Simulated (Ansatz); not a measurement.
Run report: GeH3Cl2F, nudged elastic band (part 1 of 2)

System: GeH3Cl2F.
Method: RHF/def2-SVP (Ansatz 0.2.0).

It belongs to a series of runs on one base structure; here: band between the two ends. Figures and captions count atoms from 1; the log counts them from 0 in places.

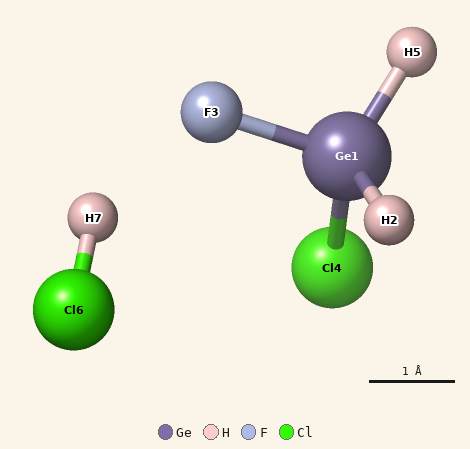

**Figure 1.** The structure as given in the input (ball-and-stick view, seen at a tilt; atoms are numbered from 1 in the order of the input). Sticks mark near contacts. Bond lengths as drawn: Cl–Ge 2.14 Å, Cl–H 1.27 Å, F–Ge 1.73 Å and Ge–H 1.51 to 1.52 Å.

### Input file
```yaml
crystal:
  periodic: [false, false, false]
  atoms:
    - { symbol: Ge, position_ang: [-0.392937, -0.287374, -0.148997] }
    - { symbol: H, position_ang: [-1.093433, -0.338251, 1.193353] }
    - { symbol: F, position_ang: [1.229704, 0.234639, 0.150708] }
    - { symbol: Cl, position_ang: [-1.280559, 1.220258, -1.381876] }
    - { symbol: H, position_ang: [-0.288927, -1.585926, -0.924774] }
    - { symbol: Cl, position_ang: [1.277019, 2.599863, 2.418785] }
    - { symbol: H, position_ang: [1.689634, 1.800893, 1.514902] }
basis:
  gaussian: { orbitals: def2-SVP }
hamiltonian:
  xc: hf
neb:
  order_check: false
  images: 7
  f_tol: 0.05
  max_iterations: 60
  final_atoms:
    - { symbol: Ge, position_ang: [0.40962364, 0.54955548, -0.7897073] }
    - { symbol: H, position_ang: [-0.67491756, -0.15454148, 3.64780555] }
    - { symbol: F, position_ang: [1.74640851, 0.16614744, -1.78008571] }
    - { symbol: Cl, position_ang: [-1.05909153, 1.42750065, -2.05336068] }
    - { symbol: H, position_ang: [-0.09210843, -0.70847046, -0.12183516] }
    - { symbol: Cl, position_ang: [1.09368929, 1.98859621, 0.624102] }
    - { symbol: H, position_ang: [-0.28310292, 0.37531416, 3.2951823] }
  initial_path:
    images:
      - { positions_ang: [[-0.392937, -0.287374, -0.148997], [-1.093433, -0.338251, 1.193353], [1.229704, 0.234639, 0.150708], [-1.280559, 1.220258, -1.381876], [-0.288927, -1.585926, -0.924774], [1.277019, 2.599863, 2.418785], [1.689634, 1.800893, 1.514902]] }
      - { positions_ang: [[-0.27090053, -0.21456899, -0.1194955], [-0.88753223, -0.26174674, 1.35333063], [1.36146086, 0.18948016, 0.04432991], [-1.17027735, 1.36579358, -1.26957441], [-0.33822684, -1.5066313, -0.86746773], [1.1596237, 2.50193531, 2.05433055], [1.28635338, 1.56983997, 1.62664755]] }
      - { positions_ang: [[-0.14886406, -0.14176397, -0.089994], [-0.68163146, -0.18524247, 1.51330826], [1.49321772, 0.14432133, -0.06204817], [-1.05999569, 1.51132917, -1.15727282], [-0.38752667, -1.42733661, -0.81016146], [1.0422284, 2.40400762, 1.6898761], [0.88307277, 1.33878694, 1.7383931]] }
      - { positions_ang: [[-0.0268276, -0.06895896, -0.06049251], [-0.47573069, -0.10873821, 1.67328588], [1.62497458, 0.09916249, -0.16842626], [-0.94971404, 1.65686475, -1.04497123], [-0.43682651, -1.34804191, -0.75285518], [0.9248331, 2.30607993, 1.32542164], [0.47979215, 1.10773391, 1.85013866]] }
      - { positions_ang: [[0.09520887, 0.00384606, -0.03099101], [-0.26982992, -0.03223395, 1.83326351], [1.75673145, 0.05400365, -0.27480435], [-0.83943238, 1.80240033, -0.93266964], [-0.48612634, -1.26874722, -0.69554891], [0.8074378, 2.20815224, 0.96096719], [0.07651153, 0.87668088, 1.96188421]] }
      - { positions_ang: [[0.17381256, 0.14027341, -0.22067008], [-0.37110183, -0.06281083, 2.28689902], [1.75415071, 0.0820396, -0.65112469], [-0.89434717, 1.70867541, -1.2128424], [-0.38762187, -1.12867803, -0.55212047], [0.87900067, 2.15326323, 0.87675089], [-0.01339208, 0.7513392, 2.29520873]] }
      - { positions_ang: [[0.25241626, 0.27670077, -0.41034916], [-0.47237374, -0.09338771, 2.74053453], [1.75156998, 0.11007555, -1.02744503], [-0.94926196, 1.61495049, -1.49301516], [-0.28911739, -0.98860884, -0.40869203], [0.95056354, 2.09837423, 0.7925346], [-0.10329569, 0.62599752, 2.62853326]] }
      - { positions_ang: [[0.33101995, 0.41312812, -0.60002823], [-0.57364565, -0.1239646, 3.19417004], [1.74898924, 0.1381115, -1.40376537], [-1.00417675, 1.52122557, -1.77318792], [-0.19061291, -0.84853965, -0.2652636], [1.02212642, 2.04348522, 0.7083183], [-0.1931993, 0.50065584, 2.96185778]] }
      - { positions_ang: [[0.40962364, 0.54955548, -0.7897073], [-0.67491756, -0.15454148, 3.64780555], [1.74640851, 0.16614744, -1.78008571], [-1.05909153, 1.42750065, -2.05336068], [-0.09210843, -0.70847046, -0.12183516], [1.09368929, 1.98859621, 0.624102], [-0.28310292, 0.37531416, 3.2951823]] }
```

Hardware: 2 threads of AMD EPYC (Zen 5), 16 GiB of memory available, shared host.

Launched with:
```bash
ansatz run input.yaml --threads 2 --pin off --max-ram 3072MiB --backend cpu --events-out ev --progress --plain --runs-dir out
```

### Output
```
Engine: ansatz 0.2.0, x86_64-unknown-linux-gnu
Functional definition: HF
  exchange = exact_x
  correlation = 0
984 factors; integrals over basis functions are off by at most 4.6e-4 eV
mean field evaluation 1: about -84217.1525 eV, gradient 2.9e1 eV
mean field evaluation 2: about -84217.1843 eV, gradient 2.9e1 eV
mean field evaluation 4: about -84219.1966 eV, gradient 2.4e0 eV
mean field evaluation 8: about -84219.2204 eV, gradient 1.1e-4 eV
mean field -84219.22037874 eV, -3094.9992630808 hartree, gradient 2.6e-5 eV, S^2 0.000000; 0 other end points of the search recorded, 0 dependent functions left out
the calculation of the forces begins
reference -84219.22037874 eV, -3094.9992630808 hartree; 39, 39 occupied and 58, 58 virtual orbitals, 984 factors
977 factors; integrals over basis functions are off by at most 3.8e-4 eV
mean field evaluation 16: about -84219.4322 eV, gradient 6.8e-1 eV
mean field -84219.43523046 eV, -3095.0071587359 hartree, gradient 2.7e-5 eV, S^2 0.000000; 0 other end points of the search recorded, 0 dependent functions left out
[... from here on the field's lines of each further geometry are left out, up to the last ...]
NEB iter   1: max|band force component| = 1.619e1 eV/Å  barrier→ = 5.3105 eV  barrier← = 5.5254 eV  Δτ_max = 0.2000 Å  (303 SCF iters)
NEB iter   2: max|band force component| = 4.724e0 eV/Å  barrier→ = 3.5519 eV  barrier← = 3.7667 eV  Δτ_max = 0.2000 Å  (238 SCF iters)
NEB iter   3: max|band force component| = 2.043e0 eV/Å  barrier→ = 3.1520 eV  barrier← = 3.3669 eV  Δτ_max = 0.1989 Å  (224 SCF iters)
NEB iter   4: max|band force component| = 7.362e-1 eV/Å  barrier→ = 2.9807 eV  barrier← = 3.1955 eV  Δτ_max = 0.1859 Å  (225 SCF iters)
NEB iter   5: max|band force component| = 5.085e-1 eV/Å  barrier→ = 2.9185 eV  barrier← = 3.1333 eV  Δτ_max = 0.1976 Å  (231 SCF iters)
NEB iter   6: max|band force component| = 2.723e-1 eV/Å  barrier→ = 2.9586 eV  barrier← = 3.1735 eV  CI = image 4  Δτ_max = 0.1856 Å  (230 SCF iters)
NEB iter   7: max|band force component| = 5.821e0 eV/Å  barrier→ = 2.9590 eV  barrier← = 3.1739 eV  CI = image 4  Δτ_max = 0.0930 Å  (232 SCF iters)
NEB iter   8: max|band force component| = 7.020e-1 eV/Å  barrier→ = 2.9556 eV  barrier← = 3.1704 eV  CI = image 4  Δτ_max = 0.1811 Å  (231 SCF iters)
NEB iter   9: max|band force component| = 2.265e-1 eV/Å  barrier→ = 2.9523 eV  barrier← = 3.1672 eV  CI = image 4  Δτ_max = 0.0714 Å  (233 SCF iters)
NEB iter  10: max|band force component| = 3.052e-1 eV/Å  barrier→ = 2.9493 eV  barrier← = 3.1641 eV  CI = image 4  Δτ_max = 0.0363 Å  (226 SCF iters)
NEB iter  11: max|band force component| = 1.495e-1 eV/Å  barrier→ = 2.9458 eV  barrier← = 3.1606 eV  CI = image 4  Δτ_max = 0.0727 Å  (227 SCF iters)
NEB iter  12: max|band force component| = 1.906e-1 eV/Å  barrier→ = 2.9404 eV  barrier← = 3.1553 eV  CI = image 4  Δτ_max = 0.0363 Å  (230 SCF iters)
NEB iter  13: max|band force component| = 1.213e-1 eV/Å  barrier→ = 2.9369 eV  barrier← = 3.1517 eV  CI = image 4  Δτ_max = 0.0363 Å  (234 SCF iters)
NEB iter  14: max|band force component| = 1.195e-1 eV/Å  barrier→ = 2.9336 eV  barrier← = 3.1485 eV  CI = image 4  Δτ_max = 0.0727 Å  (228 SCF iters)
NEB iter  15: max|band force component| = 8.623e-2 eV/Å  barrier→ = 2.9294 eV  barrier← = 3.1443 eV  CI = image 4  Δτ_max = 0.0723 Å  (233 SCF iters)
NEB iter  16: max|band force component| = 1.460e-1 eV/Å  barrier→ = 2.9250 eV  barrier← = 3.1399 eV  CI = image 4  Δτ_max = 0.0363 Å  (228 SCF iters)
NEB iter  17: max|band force component| = 1.310e-1 eV/Å  barrier→ = 2.9212 eV  barrier← = 3.1360 eV  CI = image 4  Δτ_max = 0.0361 Å  (227 SCF iters)
NEB iter  18: max|band force component| = 1.283e-1 eV/Å  barrier→ = 2.9172 eV  barrier← = 3.1320 eV  CI = image 4  Δτ_max = 0.0363 Å  (228 SCF iters)
NEB iter  19: max|band force component| = 8.459e-2 eV/Å  barrier→ = 2.9134 eV  barrier← = 3.1282 eV  CI = image 4  Δτ_max = 0.0362 Å  (236 SCF iters)
NEB iter  20: max|band force component| = 7.774e-2 eV/Å  barrier→ = 2.9091 eV  barrier← = 3.1239 eV  CI = image 4  Δτ_max = 0.0724 Å  (237 SCF iters)
NEB iter  21: max|band force component| = 6.356e-2 eV/Å  barrier→ = 2.9036 eV  barrier← = 3.1184 eV  CI = image 4  Δτ_max = 0.0724 Å  (234 SCF iters)
NEB iter  22: max|band force component| = 7.622e-2 eV/Å  barrier→ = 2.8977 eV  barrier← = 3.1126 eV  CI = image 4  Δτ_max = 0.0362 Å  (228 SCF iters)
NEB iter  23: max|band force component| = 9.025e-2 eV/Å  barrier→ = 2.8933 eV  barrier← = 3.1081 eV  CI = image 4  Δτ_max = 0.0181 Å  (231 SCF iters)
NEB iter  24: max|band force component| = 7.991e-2 eV/Å  barrier→ = 2.8911 eV  barrier← = 3.1060 eV  CI = image 4  Δτ_max = 0.0181 Å  (230 SCF iters)
NEB iter  25: max|band force component| = 7.719e-2 eV/Å  barrier→ = 2.8889 eV  barrier← = 3.1037 eV  CI = image 4  Δτ_max = 0.0181 Å  (230 SCF iters)
NEB iter  26: max|band force component| = 7.899e-2 eV/Å  barrier→ = 2.8868 eV  barrier← = 3.1017 eV  CI = image 4  Δτ_max = 0.0362 Å  (227 SCF iters)
NEB iter  27: max|band force component| = 7.997e-2 eV/Å  barrier→ = 2.8826 eV  barrier← = 3.0974 eV  CI = image 4  Δτ_max = 0.0724 Å  (229 SCF iters)
NEB iter  28: max|band force component| = 8.894e-2 eV/Å  barrier→ = 2.8742 eV  barrier← = 3.0891 eV  CI = image 4  Δτ_max = 0.0724 Å  (224 SCF iters)
NEB iter  29: max|band force component| = 1.103e-1 eV/Å  barrier→ = 2.8657 eV  barrier← = 3.0805 eV  CI = image 4  Δτ_max = 0.0362 Å  (226 SCF iters)
NEB iter  30: max|band force component| = 9.560e-2 eV/Å  barrier→ = 2.8616 eV  barrier← = 3.0765 eV  CI = image 4  Δτ_max = 0.0362 Å  (232 SCF iters)
NEB iter  31: max|band force component| = 9.734e-2 eV/Å  barrier→ = 2.8576 eV  barrier← = 3.0724 eV  CI = image 4  Δτ_max = 0.0362 Å  (222 SCF iters)
NEB iter  32: max|band force component| = 9.636e-2 eV/Å  barrier→ = 2.8536 eV  barrier← = 3.0684 eV  CI = image 4  Δτ_max = 0.0362 Å  (229 SCF iters)
NEB iter  33: max|band force component| = 9.507e-2 eV/Å  barrier→ = 2.8496 eV  barrier← = 3.0645 eV  CI = image 4  Δτ_max = 0.0362 Å  (228 SCF iters)
NEB iter  34: max|band force component| = 9.123e-2 eV/Å  barrier→ = 2.8457 eV  barrier← = 3.0605 eV  CI = image 4  Δτ_max = 0.0362 Å  (230 SCF iters)
NEB iter  35: max|band force component| = 9.365e-2 eV/Å  barrier→ = 2.8418 eV  barrier← = 3.0567 eV  CI = image 4  Δτ_max = 0.0726 Å  (229 SCF iters)
NEB iter  36: max|band force component| = 9.725e-2 eV/Å  barrier→ = 2.8340 eV  barrier← = 3.0489 eV  CI = image 4  Δτ_max = 0.0722 Å  (223 SCF iters)
NEB iter  37: max|band force component| = 1.156e-1 eV/Å  barrier→ = 2.8264 eV  barrier← = 3.0413 eV  CI = image 4  Δτ_max = 0.0723 Å  (226 SCF iters)
NEB iter  38: max|band force component| = 1.151e-1 eV/Å  barrier→ = 2.8185 eV  barrier← = 3.0333 eV  CI = image 4  Δτ_max = 0.0714 Å  (225 SCF iters)
NEB iter  39: max|band force component| = 1.261e-1 eV/Å  barrier→ = 2.8112 eV  barrier← = 3.0260 eV  CI = image 4  Δτ_max = 0.0718 Å  (226 SCF iters)
NEB iter  40: max|band force component| = 1.390e-1 eV/Å  barrier→ = 2.8040 eV  barrier← = 3.0189 eV  CI = image 4  Δτ_max = 0.0719 Å  (228 SCF iters)
NEB iter  41: max|band force component| = 1.578e-1 eV/Å  barrier→ = 2.7961 eV  barrier← = 3.0110 eV  CI = image 4  Δτ_max = 0.0719 Å  (229 SCF iters)
NEB iter  42: max|band force component| = 1.697e-1 eV/Å  barrier→ = 2.7871 eV  barrier← = 3.0020 eV  CI = image 4  Δτ_max = 0.0718 Å  (226 SCF iters)
NEB iter  43: max|band force component| = 1.685e-1 eV/Å  barrier→ = 2.7789 eV  barrier← = 2.9938 eV  CI = image 4  Δτ_max = 0.1427 Å  (228 SCF iters)
NEB iter  44: max|band force component| = 1.625e-1 eV/Å  barrier→ = 2.7700 eV  barrier← = 2.9849 eV  CI = image 4  Δτ_max = 0.1489 Å  (227 SCF iters)
NEB iter  45: max|band force component| = 1.503e-1 eV/Å  barrier→ = 2.7604 eV  barrier← = 2.9752 eV  CI = image 4  Δτ_max = 0.1332 Å  (227 SCF iters)
NEB iter  46: max|band force component| = 1.418e-1 eV/Å  barrier→ = 2.7507 eV  barrier← = 2.9656 eV  CI = image 4  Δτ_max = 0.0886 Å  (226 SCF iters)
NEB iter  47: max|band force component| = 1.226e-1 eV/Å  barrier→ = 2.7416 eV  barrier← = 2.9564 eV  CI = image 4  Δτ_max = 0.0659 Å  (226 SCF iters)
```
